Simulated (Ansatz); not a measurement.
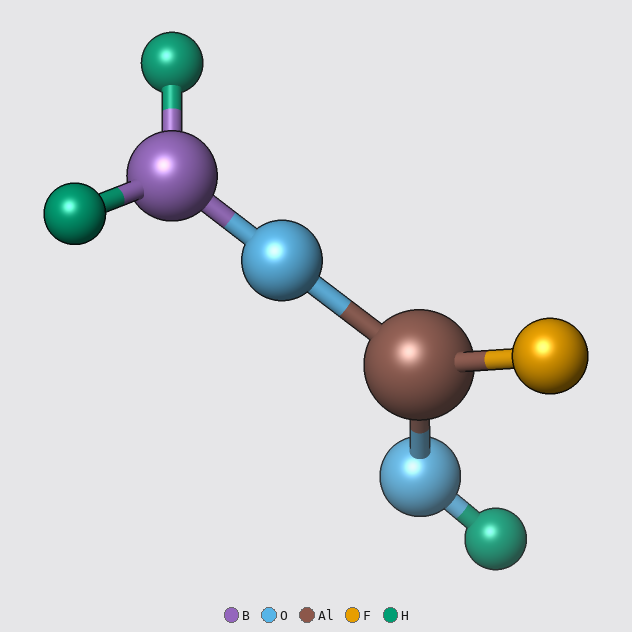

The picture shows a molecular structure as a ball-and-stick model.

Computed geometry: PBE0-D4/def2-TZVP optimisation.

Description:

Formula AlBFH₃O₂. Its SMILES string is `B[O][Al]([OH])[F]`. Among its groups: B–H bond. This geometry has Cs symmetry. Coordination: 1 B trigonal planar; 1 O linear; 1 Al trigonal planar; 1 O bent.

The parts below concern this one geometry. Atoms keep their numbers from picture to picture.

Shape

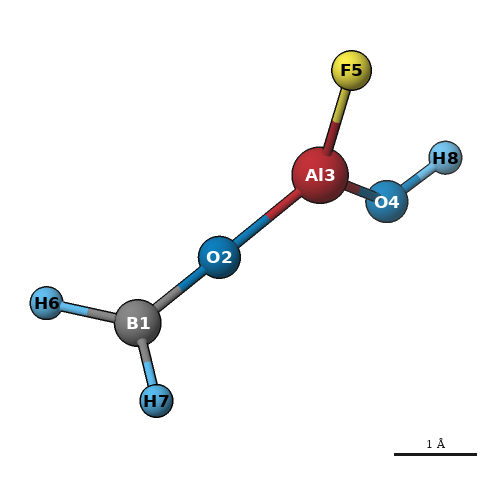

The atoms are numbered.

What are the angles O2–B1–H6, H6–B1–H7, B1–O2–Al3, O2–Al3–O4, O2–Al3–F5, O4–Al3–F5, Al3–O4–H8?

| angle | degrees |
| --- | --- |
| O2–B1–H6 | 119.4 |
| H6–B1–H7 | 121.2 |
| B1–O2–Al3 | 178.9 |
| O2–Al3–O4 | 119.3 |
| O2–Al3–F5 | 119.0 |
| O4–Al3–F5 | 121.7 |
| Al3–O4–H8 | 123.4 |

Electronic properties

Level of theory: RKS B3LYP-D4/def2-TZVPP (Ansatz 0.2.0).

Predict the main results.

- dipole moment: 1.60 D
- HOMO energy (Kohn–Sham orbital): −7.95 eV
- LUMO energy (Kohn–Sham orbital): −1.23 eV
- HOMO–LUMO gap: 6.72 eV
- dispersion correction: −20.2 kJ/mol

Charges

The questions are on Mulliken charges. Properties computed with RKS ωB97M-V/def2-TZVPP (Ansatz 0.2.0).

Give the Mulliken charges atom by atom.

```tsv
atom	value (e)
B1	0.07
O2	−0.26
Al3	0.69
O4	−0.38
F5	−0.34
H6	0.02
H7	0.02
H8	0.17
```

Thermal motion

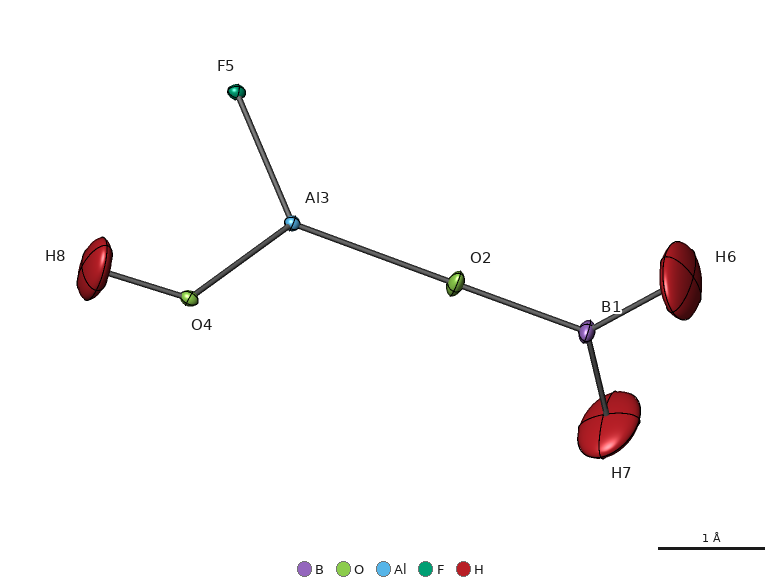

Displacement ellipsoids at the 50 % level, from the internal vibrations of the free molecule (harmonic, no overall translation or rotation; no half-axis is drawn under 0.075 Å). Vibrations computed with RKS PBE0-D4/def2-TZVP (Ansatz 0.2.0). Temperature: 0 K (zero-point motion alone).

Which atom has the largest mean-square displacement?

H6, H7, with U_eq = 0.0445 Å².

Does H6 move more along its bond or across it?

Across it: the root-mean-square amplitude is 0.097 Å along the bond and up to 0.289 Å across, since bending and torsion are softer than stretching.

Give the displacement parameters, one line for each set of equivalent atoms.

| atom | U_eq (Å²) | rms amplitudes (Å) |
| --- | --- | --- |
| B1 | 0.0043 | 0.041, 0.064, 0.085 |
| O2 | 0.0049 | 0.032, 0.069, 0.094 |
| Al3 | 0.0011 | 0.027, 0.032, 0.040 |
| O4 | 0.0020 | 0.035, 0.038, 0.059 |
| F5 | 0.0017 | 0.030, 0.035, 0.056 |
| H6, H7 | 0.0445 | 0.088, 0.204, 0.289 |
| H8 | 0.0288 | 0.083, 0.178, 0.219 |

Mulliken values depend strongly on the basis set and can even reverse the polarity of a bond.
